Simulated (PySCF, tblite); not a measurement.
# C4H10BNS2: geometry, infrared bands and NMR shifts

Aim: predict the infrared bands and NMR shifts of C4H10BNS2 (`CC#[N+][BH2-]SCSC`).

Computed with tblite 0.8.0 and PySCF 2.14.0, with density-fitted response routines of our own, on a single molecule in the gas phase. Atoms count from 0, in the outputs and in this text.

## (1) The starting structure

18 atoms, charge 0, multiplicity 1; geometry from: force field or distance geometry start.

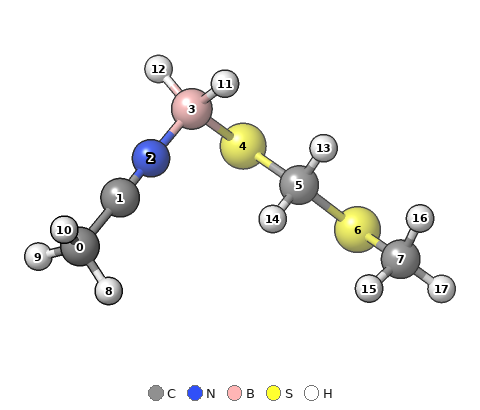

As it starts; carbon grey, nitrogen blue, boron pink, sulfur yellow, hydrogen white, atoms numbered.

## (2) Optimising the geometry with GFN2-xTB

What the job is given:

```
{"job": {"kind": "relax", "xc": "GFN2-xTB", "basis": "xTB"}, "charge": 0, "multiplicity": 1}
C      3.272400     1.366300     0.577900
C      2.487300     0.232200     0.078300
N      1.889800    -0.678200    -0.296900
B      1.090500    -1.823600    -0.806800
S     -0.236200    -1.226000    -2.010600
C     -1.336600    -0.517600    -0.749800
S     -2.777800     0.228300    -1.568700
C     -3.547500     0.787300    -0.010500
H      2.586800     2.221800     0.762100
H      4.018400     1.654300    -0.173800
H      3.768600     1.090900     1.523900
H      0.582700    -2.399900     0.122800
H      1.813200    -2.586700    -1.351100
H     -1.665400    -1.319800    -0.060000
H     -0.792100     0.275800    -0.175600
H     -2.887700     1.495800     0.524400
H     -3.765500    -0.084500     0.643600
H     -4.509700     1.289800    -0.251500
```

Launch:

```
$ OMP_NUM_THREADS=1 python probes_run.py task.json out
```

The driver reads the jobs from task.json and runs them one after another.

Output:

```text
step      E/eV     max force
  0    -660.70963    1.070
  1    -660.77236    1.837
  2    -660.78656    2.350
  3    -660.82964    0.316
  4    -660.83880    0.297
  5    -660.85836    0.283
  6    -660.86537    0.254
  7    -660.87264    0.128
  8    -660.87572    0.121
  9    -660.87881    0.131
 10    -660.88121    0.136
 11    -660.88322    0.125
 12    -660.88462    0.081
 13    -660.88587    0.109
 14    -660.88720    0.140
 15    -660.88868    0.177
 16    -660.89023    0.155
 17    -660.89177    0.100
 18    -660.89332    0.116
 19    -660.89482    0.101
 20    -660.89621    0.130
 21    -660.89770    0.118
 22    -660.89956    0.131
 23    -660.90162    0.128
 24    -660.90355    0.092
 25    -660.90528    0.118
 26    -660.90694    0.131
 27    -660.90866    0.116
 28    -660.91014    0.088
 29    -660.91116    0.080
 30    -660.91195    0.092
 31    -660.91284    0.102
 32    -660.91373    0.071
 33    -660.91434    0.073
 34    -660.91463    0.060
 35    -660.91477    0.036
 36    -660.91487    0.024
 37    -660.91495    0.020
 38    -660.91501    0.024
 39    -660.91508    0.029
 40    -660.91518    0.036
 41    -660.91533    0.041
 42    -660.91555    0.041
 43    -660.91579    0.037
 44    -660.91604    0.042
 45    -660.91627    0.038
 46    -660.91650    0.043
 47    -660.91672    0.042
 48    -660.91693    0.032
 49    -660.91710    0.032
 50    -660.91727    0.031
 51    -660.91748    0.039
 52    -660.91775    0.044
 53    -660.91801    0.039
 54    -660.91819    0.032
 55    -660.91832    0.029
 56    -660.91847    0.036
 57    -660.91878    0.056
 58    -660.91920    0.061
 59    -660.91962    0.045
 60    -660.91993    0.047
 61    -660.92021    0.043
 62    -660.92045    0.048
 63    -660.92069    0.065
 64    -660.92099    0.041
 65    -660.92140    0.052
 66    -660.92172    0.056
 67    -660.92250    0.069
 68    -660.92344    0.073
 69    -660.92373    0.129
 70    -660.92452    0.052
 71    -660.92487    0.044
 72    -660.92537    0.051
 73    -660.92575    0.052
 74    -660.92620    0.049
 75    -660.92658    0.049
 76    -660.92704    0.047
 77    -660.92771    0.057
 78    -660.92860    0.086
 79    -660.92587    0.278
 80    -660.92979    0.062
 81    -660.93033    0.059
 82    -660.93127    0.078
 83    -660.93159    0.051
 84    -660.93222    0.043
 85    -660.93320    0.060
 86    -660.93376    0.055
 87    -660.93408    0.048
 88    -660.93498    0.060
 89    -660.93585    0.053
 90    -660.93633    0.066
 91    -660.93667    0.040
 92    -660.93703    0.047
 93    -660.93802    0.082
 94    -660.93900    0.095
 95    -660.94021    0.076
 96    -660.94103    0.122
 97    -660.94176    0.102
 98    -660.94324    0.084
 99    -660.94561    0.130
100    -660.94765    0.109
101    -660.94918    0.187
102    -660.94985    0.108
103    -660.95098    0.068
104    -660.95154    0.099
105    -660.95200    0.244
106    -660.95281    0.072
107    -660.95339    0.078
108    -660.95394    0.078
109    -660.95444    0.078
110    -660.95526    0.077
111    -660.95618    0.087
112    -660.95723    0.126
113    -660.95816    0.072
114    -660.95891    0.112
115    -660.95959    0.086
116    -660.96024    0.071
117    -660.96082    0.066
118    -660.96185    0.086
119    -660.96304    0.087
120    -660.96440    0.109
121    -660.96617    0.103
122    -660.96762    0.186
123    -660.96919    0.263
124    -660.97323    0.191
125    -660.97585    0.157
126    -660.98160    0.263
127    -660.98531    0.151
128    -660.99486    0.194
129    -660.99945    0.558
130    -660.99884    0.541
131    -661.01013    0.390
132    -661.02689    0.328
133    -661.03437    0.173
134    -661.04925    0.321
135    -661.05339    0.622
136    -661.05530    0.407
137    -661.06172    0.404
138    -661.07151    0.338
139    -661.07554    0.281
140    -661.08064    0.173
141    -661.08691    0.496
142    -661.09215    0.277
143    -661.09777    0.175
144    -661.10136    0.237
145    -661.10585    0.174
146    -661.11237    0.175
147    -661.11554    0.134
148    -661.11989    0.194
149    -661.12569    0.181
150    -661.12833    0.290
151    -661.13285    0.141
152    -661.13614    0.107
153    -661.14069    0.275
154    -661.14392    0.120
155    -661.14636    0.104
156    -661.14829    0.215
157    -661.15040    0.069
158    -661.15155    0.060
159    -661.15417    0.117
160    -661.15563    0.142
161    -661.16056    0.187
162    -661.16567    0.225
163    -661.17079    0.285
164    -661.17487    0.453
165    -661.18786    0.288
166    -661.20217    0.160
167    -661.20939    0.515
168    -661.22225    0.235
169    -661.23040    0.160
170    -661.23546    0.206
171    -661.23802    0.097
172    -661.23949    0.078
173    -661.24140    0.133
174    -661.24247    0.105
175    -661.24357    0.086
176    -661.24493    0.079
177    -661.24567    0.084
178    -661.24685    0.096
179    -661.24764    0.060
180    -661.24830    0.043
181    -661.24875    0.047
182    -661.24916    0.043
183    -661.24959    0.049
184    -661.25014    0.053
185    -661.25066    0.057
186    -661.25115    0.055
187    -661.25162    0.059
188    -661.25218    0.055
189    -661.25284    0.053
190    -661.25349    0.056
191    -661.25410    0.056
192    -661.25483    0.067
193    -661.25576    0.074
194    -661.25687    0.070
195    -661.25801    0.060
196    -661.25915    0.070
197    -661.26031    0.078
198    -661.26153    0.094
199    -661.26267    0.099
200    -661.26377    0.104
201    -661.26510    0.105
202    -661.26698    0.100
203    -661.26961    0.140
204    -661.27346    0.156
205    -661.27852    0.129
206    -661.28382    0.163
207    -661.28859    0.198
208    -661.29285    0.366
209    -661.29644    0.377
210    -661.30048    0.377
211    -661.30552    0.092
212    -661.30751    0.105
213    -661.30893    0.456
214    -661.31107    0.115
215    -661.31248    0.106
216    -661.31353    0.047
217    -661.31384    0.056
218    -661.31415    0.040
219    -661.31447    0.033
220    -661.31472    0.038
221    -661.31492    0.037
222    -661.31506    0.026
223    -661.31517    0.023
224    -661.31532    0.031
225    -661.31558    0.042
226    -661.31604    0.053
227    -661.31677    0.059
228    -661.31779    0.064
229    -661.31901    0.071
230    -661.32035    0.075
231    -661.32154    0.088
232    -661.32249    0.087
233    -661.32303    0.116
234    -661.32392    0.054
235    -661.32479    0.046
236    -661.32563    0.048
237    -661.32611    0.054
238    -661.32649    0.057
239    -661.32676    0.053
240    -661.32699    0.029
241    -661.32715    0.022
242    -661.32722    0.031
243    -661.32729    0.023
244    -661.32734    0.015
245    -661.32739    0.013
246    -661.32747    0.016
247    -661.32750    0.018
248    -661.32754    0.021
249    -661.32758    0.019
250    -661.32765    0.019
251    -661.32775    0.029
252    -661.32789    0.031
253    -661.32808    0.032
254    -661.32831    0.032
255    -661.32855    0.031
256    -661.32882    0.033
257    -661.32911    0.029
258    -661.32939    0.030
259    -661.32964    0.033
260    -661.32990    0.034
261    -661.33018    0.031
262    -661.33039    0.031
263    -661.33054    0.029
264    -661.33063    0.021
265    -661.33070    0.016
266    -661.33074    0.014
267    -661.33077    0.010
```

Run time: 3.9 s. Hardware: 1 thread of Arm Neoverse N1, shared host; peak memory 0.18 GiB.

Along the way: (not every step is listed)

```csv
step,energy from step 0 (eV),largest force (eV/Å)
0,0.0000,1.0696
1,-0.0627,1.8370
2,-0.0769,2.3500
3,-0.1200,0.3165
4,-0.1292,0.2972
5,-0.1487,0.2830
6,-0.1557,0.2542
7,-0.1630,0.1278
8,-0.1661,0.1214
33,-0.2047,0.0735
58,-0.2096,0.0614
83,-0.2220,0.0513
108,-0.2443,0.0781
133,-0.3247,0.1729
158,-0.4419,0.0603
183,-0.5400,0.0494
208,-0.5832,0.3662
233,-0.6134,0.1164
258,-0.6198,0.0304
262,-0.6208,0.0312
263,-0.6209,0.0285
264,-0.6210,0.0211
265,-0.6211,0.0161
266,-0.6211,0.0139
267,-0.6211,0.0100
```

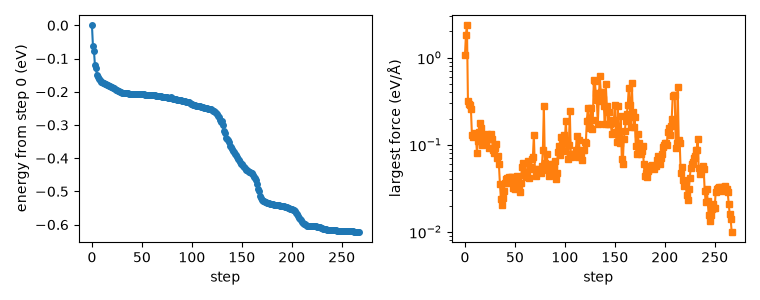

Energy and force, step by step.

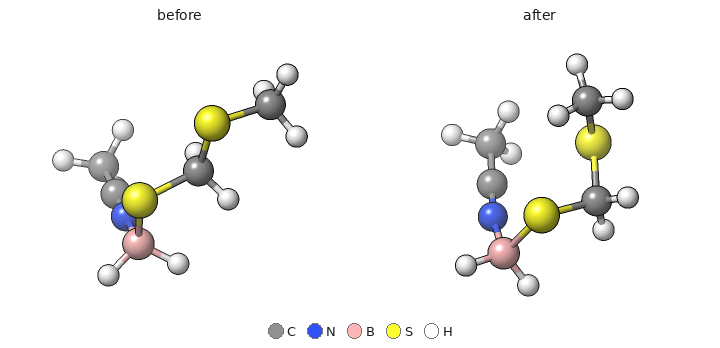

The geometry before (left) and after (right).

Close pairs (by a distance rule), those that changed most:

| bond | before (Å) | after (Å) | change (Å) |
| --- | --- | --- | --- |
| C0–C1 | 1.467 | 1.423 | -0.044 |
| B3–S4 | 1.888 | 1.925 | +0.037 |
| C5–H14 | 1.121 | 1.087 | -0.034 |
| C7–H17 | 1.112 | 1.085 | -0.027 |
| C7–H16 | 1.111 | 1.088 | -0.024 |
| C0–H8 | 1.112 | 1.091 | -0.021 |
| C5–H13 | 1.108 | 1.088 | -0.020 |
| B3–H11 | 1.206 | 1.186 | -0.020 |

The next job starts from the end point, and lists it.

## (3) Infrared spectrum with GFN2-xTB

What the job is given:

```
{"job": {"kind": "ir", "xc": "GFN2-xTB", "basis": "xTB"}, "charge": 0, "multiplicity": 1}
C      2.142508     1.631472     0.280511
C      1.865368     0.303678    -0.150259
N      1.654762    -0.767763    -0.511492
B      1.079860    -2.074018    -0.887549
S     -0.766204    -1.648722    -1.230179
C     -1.323080    -1.131120     0.413209
S     -1.153243     0.661957     0.744727
C     -2.278859     1.257033    -0.543082
H      1.243532     2.236008     0.154255
H      2.961120     2.053448    -0.302076
H      2.408978     1.621889     1.337100
H      1.174438    -2.799681     0.045894
H      1.574522    -2.442792    -1.894565
H     -2.381004    -1.368531     0.500834
H     -0.749144    -1.638524     1.183873
H     -3.302941     1.027141    -0.260832
H     -2.013767     0.755111    -1.470968
H     -2.145603     2.329731    -0.631613
```

Output:

```text
mode    cm-1     km/mol
  1     -65.5      0.74
  2      38.5      4.77
  3      61.3      0.77
  4     102.4     13.71
  5     112.3      4.58
  6     150.0      2.87
  7     156.1      0.63
  8     196.6      3.32
  9     238.4      1.87
 10     288.5      4.94
 11     302.0      2.96
 12     339.4      1.03
 13     374.6     10.52
 14     567.4      7.79
 15     648.5     10.58
 16     683.8      5.00
 17     702.0      0.72
 18     735.8      1.28
 19     752.5     13.53
 20     816.9      5.58
 21     913.2     10.16
 22     957.2      8.15
 23     957.9      4.26
 24     978.0     84.45
 25     995.7     12.08
 26    1000.5     16.58
 27    1075.2     87.79
 28    1103.3      2.32
 29    1151.3     39.46
 30    1174.1     44.80
 31    1314.9      0.43
 32    1361.0     51.93
 33    1388.3      1.23
 34    1390.3     13.32
 35    1399.1     16.50
 36    1441.9      5.76
 37    1450.2      3.27
 38    2379.6     30.25
 39    2488.4    121.40
 40    2551.4    102.70
 41    2992.5      4.70
 42    3003.2      0.41
 43    3009.1      1.28
 44    3010.4      0.71
 45    3012.3      5.67
 46    3016.2      0.64
 47    3021.3      7.16
 48    3061.6      6.05
```

It took 1.3 s on 1 thread of Arm Neoverse N1, shared host; peak memory 0.18 GiB.

The strongest bands and the atoms that carry them (share of the mass-weighted mode):

```csv
cm⁻¹,km/mol,atoms
978,84.5,"H12 26 %, H11 22 %, H8 17 %, B3 11 %"
1075,87.8,"N2 32 %, C0 26 %, C1 15 %"
1151,39.5,"H11 46 %, H12 44 %"
1174,44.8,"H13 54 %, H14 35 %"
1361,51.9,"H8 29 %, H9 27 %, C0 25 %, H10 18 %"
2380,30.2,"C1 58 %, N2 39 %"
2488,121.4,H11 92 %
2551,102.7,H12 92 %
```

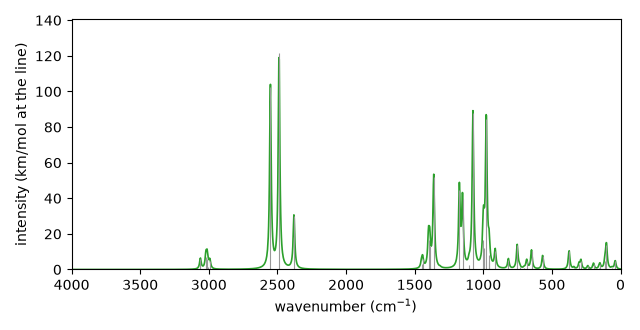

The infrared spectrum from these modes, unscaled. Lines are broadened to a width of 14 cm⁻¹ (Lorentzian).

## (4) NMR shieldings: PBE0/pcSseg-1

Settings changed since step 3:

```diff
@@ -1,2 +1,2 @@
-{"job": {"kind": "ir", "xc": "GFN2-xTB", "basis": "xTB"}, "charge": 0, "multiplicity": 1}
+{"job": {"kind": "nmr", "xc": "PBE0", "basis": "pcSseg-1"}, "charge": 0, "multiplicity": 1}
 C      2.142508     1.631472     0.280511
```

With the program's defaults for keys left out, this is: GIAO PBE0/pcSseg-1 NMR shielding, non-relativistic, gas phase.

Output:

```text
coarse grid: 15944 points
cycle   1  E = -1033.6710228941  dE =  8.997e-01  |g| = 4.600e-01  |ddm| = 3.817e+00
cycle   2  E = -1033.5408340540  dE =  1.302e-01  |g| = 9.064e-01  |ddm| = 1.328e+00
cycle   3  E = -1033.7347432183  dE = -1.939e-01  |g| = 1.444e-01  |ddm| = 7.413e-01
cycle   4  E = -1033.7388831690  dE = -4.140e-03  |g| = 5.428e-02  |ddm| = 1.486e-01
cycle   5  E = -1033.7394747525  dE = -5.916e-04  |g| = 1.356e-02  |ddm| = 4.832e-02
cycle   6  E = -1033.7395209088  dE = -4.616e-05  |g| = 3.900e-03  |ddm| = 1.867e-02
cycle   7  E = -1033.7395246913  dE = -3.782e-06  |g| = 1.091e-03  |ddm| = 5.171e-03
final grid: 144248 points
cycle   8  E = -1033.7901497249  dE = -3.536e-05  |g| = 1.083e-02  |ddm| = 3.533e-02
cycle   9  E = -1033.7901331661  dE =  1.656e-05  |g| = 1.362e-02  |ddm| = 2.049e-02
cycle  10  E = -1033.7901781608  dE = -4.499e-05  |g| = 1.830e-03  |ddm| = 1.221e-02
cycle  11  E = -1033.7901789097  dE = -7.489e-07  |g| = 5.366e-04  |ddm| = 1.567e-03
cycle  12  E = -1033.7901789645  dE = -5.479e-08  |g| = 1.980e-04  |ddm| = 4.879e-04
cycle  13  E = -1033.7901789738  dE = -9.284e-09  |g| = 4.179e-05  |ddm| = 1.958e-04
cycle  14  E = -1033.7901789742  dE = -4.311e-10  |g| = 1.323e-05  |ddm| = 5.774e-05
converged SCF energy = -1033.7901789742

GIAO shielding tensors (ppm)
atom      isotropic    diamagn.    paramagn.     s11        s22        s33       span
  0 C      180.324     249.329     -69.005    165.945    178.100    196.925     30.980
  1 C       60.899     271.448    -210.548    -27.211    -20.207    230.116    257.326
  2 N       44.839     332.193    -287.354   -109.145    -77.973    321.635    430.779
  3 B      126.217     191.926     -65.709    117.359    125.757    135.536     18.177
  4 S      609.185    1058.697    -449.512    481.612    600.185    745.759    264.147
  5 C      135.691     253.890    -118.198    100.878    151.082    155.114     54.236
  6 S      519.100    1061.299    -542.198    391.903    466.165    699.233    307.331
  7 C      169.018     253.319     -84.301    152.407    165.691    188.957     36.549
  8 H       28.935      31.122      -2.187     23.331     29.394     34.081     10.750
  9 H       29.486      24.948       4.538     24.380     26.558     37.518     13.138
 10 H       29.366      27.721       1.645     25.090     26.635     36.374     11.284
 11 H       28.786      30.221      -1.435     24.485     28.819     33.054      8.569
 12 H       29.187      29.249      -0.061     24.714     28.537     34.311      9.598
 13 H       27.696      32.123      -4.427     19.799     28.093     35.195     15.395
 14 H       28.237      32.979      -4.742     22.616     27.560     34.536     11.920
 15 H       29.737      30.534      -0.797     24.207     26.602     38.402     14.195
 16 H       28.474      32.097      -3.623     22.692     29.607     33.123     10.431
 17 H       30.055      31.342      -1.287     24.734     27.340     38.091     13.357
```

Run time: 66 s. Hardware: 1 thread of Arm Neoverse N1, shared host; peak memory 0.83 GiB.

Shifts follow as δ = σ(reference) − σ, with reference shieldings (ppm) from runs at the same level and on the same kind of geometry: 1H TMS 31.72, 13C TMS 186.9, 15N NH3 267.7, 11B BF3·OEt2 100.1, 33S CS2 504. The references are single molecules in the gas phase, so shifts against H2O, NH3, PH3, H3PO4 or CFCl3 are not on the usual liquid scales and can be off by tens of ppm. Atoms listed in one row are averaged.

```
        atoms                                 environment  σ (ppm)  δ (ppm)  δ scaled to CDCl3
           C1                       nitrilium-type carbon     60.9    126.0              121.1
           C5                       sp3 CH2 bonded to 2 S    135.7     51.2               39.3
           C7                   methyl carbon bonded to S    169.0     17.9               11.2
           C0                methyl carbon α to a nitrile    180.3      6.6                4.5
     H13, H14        hydrogen on an sp3 CH2 bonded to 2 S    27.97     3.75               3.64
     H11, H12          hydrogen on a boron bonded to N, S    28.99     2.73                  –
  H8, H9, H10  hydrogen on a methyl carbon α to a nitrile    29.26     2.45               2.42
H15, H16, H17     hydrogen on a methyl carbon bonded to S    29.42     2.30               2.27
           N2            donor nitrogen of a Lewis adduct     44.8    222.9                  –
           B3                   boron bonded to N, S, 2 H    126.2    -26.1                  –
           S6                              sulfide sulfur      519      -15                  –
           S4                       sulfur bonded to C, B      609     -105                  –
```

The scaled column applies a straight-line fit of computed shieldings to shifts measured in CDCl3, with any fitted terms for Cl, Br or S neighbours (root-mean-square error 0.16 ppm for H, 1.9 ppm for C).

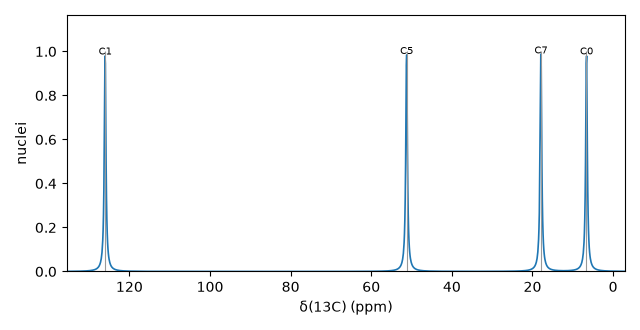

13C lines at the computed shifts, without couplings. Lines are broadened to a width of 0.48 ppm (Lorentzian).

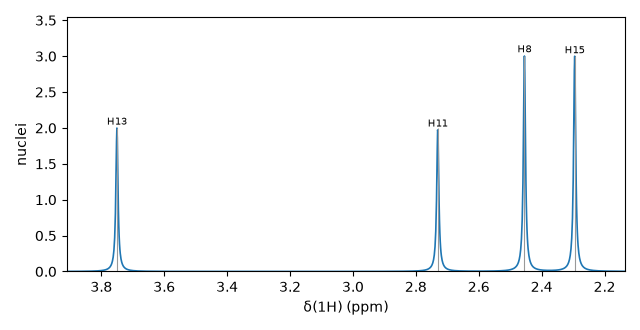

1H lines at the computed shifts, without couplings. Lines are broadened to a width of 0.01 ppm (Lorentzian).

Charges from the same density, by scheme (e):

```csv
atoms,Mulliken,IAO,Hirshfeld,ESP fit
C0,-0.18,-0.45,-0.07,-0.81
C1,0.23,0.26,0.18,0.62
N2,-0.29,0.00,-0.02,-0.21
B3,-0.01,-0.31,-0.05,-0.11
S4,-0.20,-0.04,-0.09,-0.19
C5,-0.41,-0.43,-0.09,-0.59
S6,-0.12,0.03,-0.02,-0.19
C7,-0.37,-0.51,-0.13,-0.40
```

Mulliken charges:

C0 -0.18; C1 0.23; N2 -0.29; B3 -0.01; S4 -0.20; C5 -0.41; S6 -0.12; C7 -0.37; H8 0.19; H9 0.18; H10 0.18; H11 -0.01; H12 0.00; H13 0.18; H14 0.18; H15 0.14; H16 0.16; H17 0.14

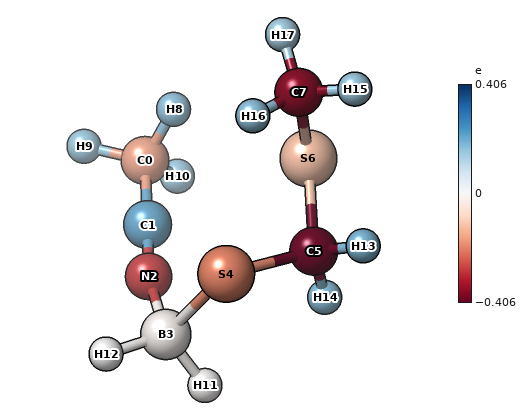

Mulliken charges, as colours on the atoms.

Mayer bond orders: C0–C1 1.07, C1–N2 2.58, N2–B3 0.73, B3–S4 0.85, S4–C5 1.01, C5–S6 0.94, S6–C7 0.99.

## (5) Outcome

| quantity | value |
| --- | --- |
| strongest single infrared mode (GFN2-xTB) | 2488 cm⁻¹, 121 km/mol |
| zero-point energy (GFN2-xTB) | 84.2 kcal/mol |
| 13C shifts against TMS (PBE0/pcSseg-1) | 126.0, 51.2, 17.9, 6.6 ppm |
| 1H shifts against TMS (PBE0/pcSseg-1, means over atoms taken as alike) | 3.75, 2.73, 2.45, 2.30 ppm |
| 15N shifts against NH3 (PBE0/pcSseg-1) | 222.9 ppm |
| 11B shifts against BF3·OEt2 (PBE0/pcSseg-1) | -26.1 ppm |
| 33S shifts against CS2 (PBE0/pcSseg-1) | -15, -105 ppm |

What this shows: The optimisation took 267 steps and gained 0.621 eV; among the close pairs (by a distance rule), C0–C1 changed most, from 1.467 to 1.423 Å. The lowest mode is imaginary (66i cm⁻¹), so the xTB geometry is not a minimum. The strongest single mode, at 2488 cm⁻¹, moves mainly H11. Unscaled tight-binding wavenumbers are off by several per cent, some by more. Its intensities can rank the bands wrongly. At PBE0/pcSseg-1: The widest tensor belongs to N2: span 431 ppm, with a paramagnetic part of -287 ppm.
